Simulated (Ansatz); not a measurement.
The calculation's input:

```
crystal:
  periodic: [false, false, false]
  atoms:
    - {symbol: "N", position_ang: [-1.357461, 1.314520, 1.580270]}
    - {symbol: O, position_ang: [0.701212, 0.243045, 3.754491]}
    - {symbol: Si, position_ang: [-0.287284, 0.757643, 2.710419]}
    - {symbol: H, position_ang: [-2.269952, 1.729989, 1.830607]}
    - {symbol: H, position_ang: [-1.169409, 1.276210, 0.564841]}
basis:
  gaussian: {orbitals: def2-TZVPD}
total_charge: 1
hamiltonian: {xc: {name: PBE0}}
output: {forces: true, orbitals: {seedname: orbitals}}
```

Run with:

```sh
ansatz run input.yaml --threads 1 --pin off --max-ram 2610MiB --events-out events.jsonl --progress --plain --runs-dir runs
```

Geometry: BLYP-D3(BJ)/def2-SVP.

All numbers below come from isolated molecule in a Gaussian basis; Kohn-Sham density functional theory, functional PBE0 in Ansatz 0.2.0.

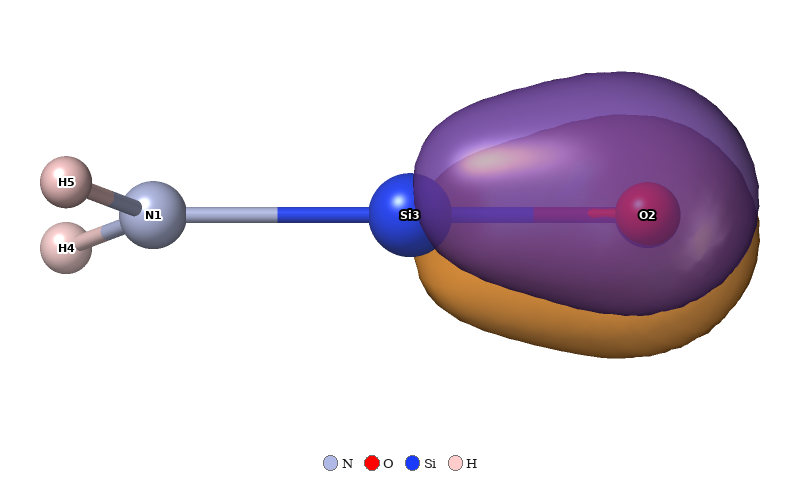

H$_{2}$NOSi (charge +1). The HOMO−1 at ±0.2 Å⁻³ᐟ² (orange and purple are the two phases), seen from one side.

> What is the character of this orbital?

It lies mainly on O2 (about 75 %) and Si3 (about 25 %); it is symmetric in the molecular plane (an in-plane orbital: σ, lone-pair or in-plane π type). Its energy is −16.18 eV.
